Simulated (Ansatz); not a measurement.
# CH4BN (SMILES B1CN1): single points off equilibrium

A test off equilibrium: a structure displaced at random from a GFN2-xTB minimum is computed at several levels, and each is set against CCSD(T).

Program: Ansatz 0.2.0, Gaussian basis. Level of theory: single points in def2-TZVPP. These are calculated values, not measurements.

Cores are frozen in the correlated methods.

### 1 Starting geometry

SMILES `B1CN1`, 7 atoms, charge 0, spin multiplicity 1.

Atoms are counted from 1 here; the program's logs count them from 0.

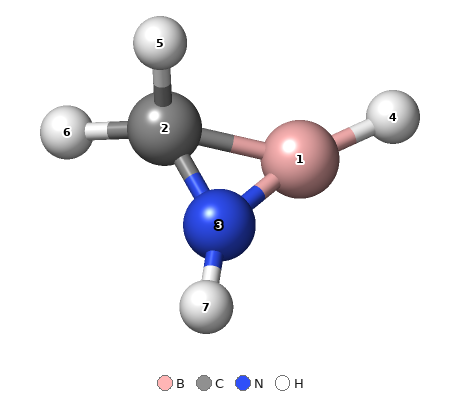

Start geometry, drawn with boron pink, carbon grey, nitrogen blue, hydrogen white; atoms are numbered from 1 in the order of the file.

As a file:

```xyz
7
CH4BN
B    -0.77580   -0.49990   -0.41250
C     0.20310    0.55020    0.22870
N     0.38840   -0.72060    0.15860
H    -1.76450   -0.60030   -1.08520
H     0.68170    1.27280   -0.69740
H     0.32630    1.15900    1.31080
H     1.10660   -1.47680    0.38330
```

### 2 CCSD(T)/def2-TZVPP

run/in.yaml reads:

```yaml
crystal:
  periodic: [false, false, false]
  atoms:
    - {symbol: B, position_ang: [-0.775800, -0.499900, -0.412500]}
    - {symbol: C, position_ang: [0.203100, 0.550200, 0.228700]}
    - {symbol: N, position_ang: [0.388400, -0.720600, 0.158600]}
    - {symbol: H, position_ang: [-1.764500, -0.600300, -1.085200]}
    - {symbol: H, position_ang: [0.681700, 1.272800, -0.697400]}
    - {symbol: H, position_ang: [0.326300, 1.159000, 1.310800]}
    - {symbol: H, position_ang: [1.106600, -1.476800, 0.383300]}
basis:
  gaussian: {orbitals: def2-TZVPP}
correlation: {method: ccsd_t}
output: {forces: true}
```

No record of the launch command was kept for these runs.

Output, cut to the lines that bear on the results:

```text
Functional definition: HF
  name "HF"
  cite "Fock, Z. Phys. 61, 126 (1930) doi:10.1007/BF01340294"
  parent pbe
[...]
877 factors; integrals over basis functions are off by at most 1.2e-3 eV
[...]
mean field -3245.44907013 eV, -119.2680534830 hartree, gradient 2.7e-6 eV, S^2 0.000000; 0 other end points of the search recorded, 0 dependent functions left out
3 core orbitals not correlated: weight in the atoms' cores, before any rotation towards them, 1.000 or more for the frozen orbitals, at most 0.000 for the correlated occupied ones
reference -3245.44907013 eV, -119.2680534830 hartree; 8, 8 occupied and 138, 138 virtual orbitals, 877 factors
second order -13.00579622 eV of doubles, -0.00000000 eV of singles
cycle   1  -13.22850366 eV  change   -2.2e-1 eV  update   7.9e-2
[...]
cycle  11  -13.64840823 eV  change   -1.6e-5 eV  update   5.9e-6
perturbative correction -0.58488059 eV, -0.0214939653 hartree
[...]
Total energy: -3259.68235896 eV, -119.7911171996 hartree
Atom 0 at    -0.775800    -0.499900    -0.412500 Å, force    -2.635655     1.557166    -0.490546 eV/Å
Atom 1 at     0.203100     0.550200     0.228700 Å, force     0.774005    10.841256     0.105792 eV/Å
Atom 2 at     0.388400    -0.720600     0.158600 Å, force     3.842409   -10.448614     0.585242 eV/Å
Atom 3 at    -1.764500    -0.600300    -1.085200 Å, force     0.487252    -0.595251     0.447152 eV/Å
Atom 4 at     0.681700     1.272800    -0.697400 Å, force    -0.557693    -1.572697     2.629037 eV/Å
Atom 5 at     0.326300     1.159000     1.310800 Å, force    -0.903168    -1.611777    -2.764679 eV/Å
Atom 6 at     1.106600    -1.476800     0.383300 Å, force    -1.007149     1.829916    -0.511998 eV/Å
Dipole moment:     0.132427    -0.314939     0.037545 e Å
```

Wall time 30 s (4 threads, shared host); peak memory 1.9 GiB.

### 3 PBE0-D4/def2-TZVPP

Edit run/in.yaml of step 2 so:

```diff
@@ -12,3 +12,3 @@
   gaussian: {orbitals: def2-TZVPP}
-correlation: {method: ccsd_t}
-output: {forces: true}
+hamiltonian: {xc: pbe0, dispersion: d4}
+output: {forces: true, orbitals: {seedname: orbitals}}
```

Output, cut to the lines that bear on the results:

```text
Functional definition: PBE0
  name "PBE0"
  cite "Adamo & Barone, J. Chem. Phys. 110, 6158 (1999) doi:10.1063/1.478522"
  cite "Perdew, Burke & Ernzerhof, Phys. Rev. Lett. 77, 3865 (1996) doi:10.1103/PhysRevLett.77.3865"
[... 1 set-up line as earlier in the session ...]
[...]
740 factors; their error is unknown
[...]
mean field -3263.03838871 eV, -119.9144490182 hartree, gradient 2.1e-5 eV, S^2 0.000000; 0 other end points of the search recorded, 0 dependent functions left out
[...]
reference -3263.03841879 eV, -119.9144501237 hartree; 11, 11 occupied and 138, 138 virtual orbitals, 740 factors
Total energy: -3263.10507526 eV, -119.9168997036 hartree
Atom 0 at    -0.775800    -0.499900    -0.412500 Å, force    -2.034606     1.611577    -0.187845 eV/Å
Atom 1 at     0.203100     0.550200     0.228700 Å, force     0.719422     9.957914    -0.052257 eV/Å
Atom 2 at     0.388400    -0.720600     0.158600 Å, force     3.353707    -9.665811     0.461510 eV/Å
Atom 3 at    -1.764500    -0.600300    -1.085200 Å, force     0.458358    -0.554553     0.438583 eV/Å
Atom 4 at     0.681700     1.272800    -0.697400 Å, force    -0.576739    -1.552364     2.622760 eV/Å
Atom 5 at     0.326300     1.159000     1.310800 Å, force    -0.917951    -1.589129    -2.764823 eV/Å
Atom 6 at     1.106600    -1.476800     0.383300 Å, force    -1.002190     1.792365    -0.517928 eV/Å
Dipole moment:     0.124340    -0.313517     0.034671 e Å
```

Wall time 0.85 s (4 threads, shared host); peak memory 0.22 GiB.

### 4 wB97M-V/def2-TZVPP

Edit run/in.yaml of step 3 so:

```diff
@@ -12,3 +12,3 @@
   gaussian: {orbitals: def2-TZVPP}
-hamiltonian: {xc: pbe0, dispersion: d4}
-output: {forces: true, orbitals: {seedname: orbitals}}
+hamiltonian: {xc: {name: wB97M-V}}
+output: {forces: true}
```

The log in run was not kept; the run's report gives a total energy of -3265.511556 eV.

Run time: 2.7 s. Hardware: 4 threads, shared host; peak memory 0.28 GiB.

### 5 r2SCAN-D4/def2-TZVPP

Edit run/in.yaml of step 4 so:

```diff
@@ -12,3 +12,3 @@
   gaussian: {orbitals: def2-TZVPP}
-hamiltonian: {xc: {name: wB97M-V}}
+hamiltonian: {xc: r2scan, dispersion: d4}
 output: {forces: true}
```

The log in run was not kept; the run's report gives a total energy of -3265.059464 eV.

Wall time 1.3 s (4 threads, shared host); peak memory 0.15 GiB.

### 6 PBE-D4/def2-TZVPP

Edit run/in.yaml of step 5 so:

```diff
@@ -12,3 +12,3 @@
   gaussian: {orbitals: def2-TZVPP}
-hamiltonian: {xc: r2scan, dispersion: d4}
+hamiltonian: {xc: pbe, dispersion: d4}
 output: {forces: true}
```

Output, cut to the lines that bear on the results:

```text
Functional definition: PBE
  name "PBE"
[... 2 set-up lines as earlier in the session ...]
[...]
740 factors; their error is unknown
[...]
mean field -3262.73591156 eV, -119.9033331881 hartree, gradient 2.3e-5 eV, S^2 0.000000; 0 other end points of the search recorded, 0 dependent functions left out
[...]
reference -3262.73595188 eV, -119.9033346699 hartree; 11, 11 occupied and 138, 138 virtual orbitals, 740 factors
Total energy: -3262.81741754 eV, -119.9063284774 hartree
Atom 0 at    -0.775800    -0.499900    -0.412500 Å, force    -2.417681     1.416031    -0.417832 eV/Å
Atom 1 at     0.203100     0.550200     0.228700 Å, force     0.709433    10.033221     0.030579 eV/Å
Atom 2 at     0.388400    -0.720600     0.158600 Å, force     3.410449    -9.547073     0.546073 eV/Å
Atom 3 at    -1.764500    -0.600300    -1.085200 Å, force     0.333026    -0.525932     0.353656 eV/Å
Atom 4 at     0.681700     1.272800    -0.697400 Å, force    -0.484867    -1.364339     2.394760 eV/Å
Atom 5 at     0.326300     1.159000     1.310800 Å, force    -0.868512    -1.420974    -2.490829 eV/Å
Atom 6 at     1.106600    -1.476800     0.383300 Å, force    -0.681846     1.409066    -0.416408 eV/Å
Dipole moment:     0.135337    -0.305509     0.040799 e Å
```

It took 0.7 s on 4 threads, shared host; peak memory 0.13 GiB.

### 7 CAM-B3LYP-D4/def2-TZVPP

Edit run/in.yaml of step 6 so:

```diff
@@ -12,3 +12,3 @@
   gaussian: {orbitals: def2-TZVPP}
-hamiltonian: {xc: pbe, dispersion: d4}
+hamiltonian: {xc: {name: CAM-B3LYP}, dispersion: d4}
 output: {forces: true}
```

The log in run was not kept; the run's report gives a total energy of -3265.366686 eV.

Run time: 1 s. Hardware: 4 threads, shared host; peak memory 0.23 GiB.

### 8 SPW92/def2-TZVPP

Edit run/in.yaml of step 7 so:

```diff
@@ -12,3 +12,3 @@
   gaussian: {orbitals: def2-TZVPP}
-hamiltonian: {xc: {name: CAM-B3LYP}, dispersion: d4}
+hamiltonian: {xc: lda}
 output: {forces: true}
```

The log in run was not kept; the run's report gives a total energy of -3237.051431 eV.

Wall time 0.45 s (4 threads, shared host); peak memory 0.12 GiB.

### 9 The levels compared

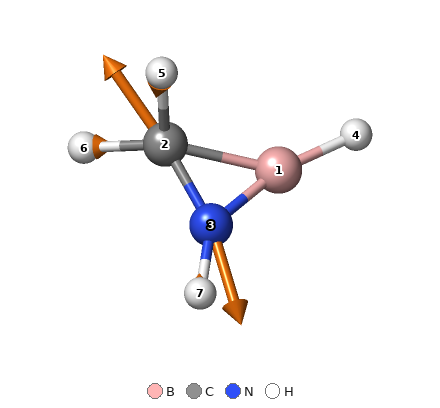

Forces at CCSD(T); the longest arrow is 11.15 eV/Å.

```tsv
method	RMS force component (eV/Å)	RMS error against CCSD(T) (eV/Å)	angle to CCSD(T) forces (°)	dipole (D)
CCSD(T)	3.640	0	0	1.65
PBE0-D4	3.361	0.319	2.5	1.63
wB97M-V	3.479	0.201	1.9	1.67
r2SCAN-D4	3.345	0.311	1.7	1.64
PBE-D4	3.325	0.330	1.6	1.62
CAM-B3LYP-D4	3.374	0.335	3.3	1.63
SPW92	3.090	0.588	3.6	1.60
```

Energy less the free neutral atoms in their ground states at the same level (atoms from separate runs):

Differences are taken before rounding.

```tsv
method	rung	energy less atoms (kJ/mol)	from CCSD(T) (kJ/mol)
SPW92	LDA	-2880.6	-525.5
PBE-D4	GGA	-2545.9	-190.8
r2SCAN-D4	meta-GGA	-2463.6	-108.5
PBE0-D4	hybrid	-2481.9	-126.8
CAM-B3LYP-D4	range-separated hybrid	-2479.6	-124.6
wB97M-V	range-separated hybrid	-2468.7	-113.6
Hartree-Fock	wavefunction	-1683.6	+671.5
MP2	wavefunction	-2401.6	-46.6
CCSD	wavefunction	-2313.4	+41.7
CCSD(T)	wavefunction	-2355.1	0
```

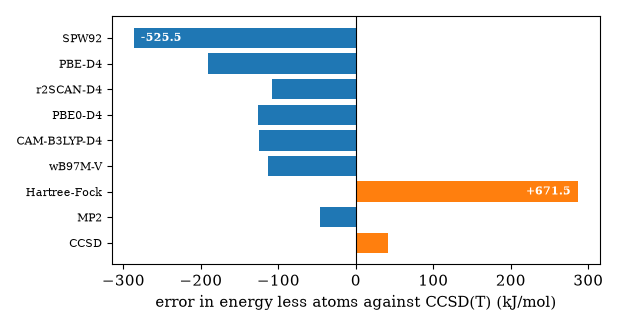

Error of each method against CCSD(T). Bars with a number in them are cut short.

Cost and force error (times from a shared host):

```tsv
method	time	RMS force error (eV/Å)
CCSD(T)	30 s	0
PBE0-D4	0.85 s	0.319
wB97M-V	2.7 s	0.201
r2SCAN-D4	1.3 s	0.311
PBE-D4	0.7 s	0.330
CAM-B3LYP-D4	1 s	0.335
SPW92	0.45 s	0.588
```

### 10 Summary of results

```
                                  quantity                                                                                              value
energy less free atoms, CCSD(T)/def2-TZVPP                                                                                     -2355.1 kJ/mol
                       RMS force component                                                               3.090 to 3.640 eV/Å over the methods
                           RMS force error  PBE0-D4 0.319, wB97M-V 0.201, r2SCAN-D4 0.311, PBE-D4 0.330, CAM-B3LYP-D4 0.335, SPW92 0.588 eV/Å
                    HOMO and LUMO, PBE0-D4                                                                                 -6.52 and -0.05 eV
                             T1 diagnostic                                                                                              0.014
```

What this shows: Against CCSD(T) the functionals' energies less atoms differ by -525.5 to -108.5 kJ/mol, PBE-D4 by -190.8 kJ/mol. The reference is not at the basis limit: in triple zeta CCSD(T) underbinds, which counts against methods that bind more; the gaps are no ranking. The forces of wB97M-V come nearest to CCSD(T), those of SPW92 are farthest.
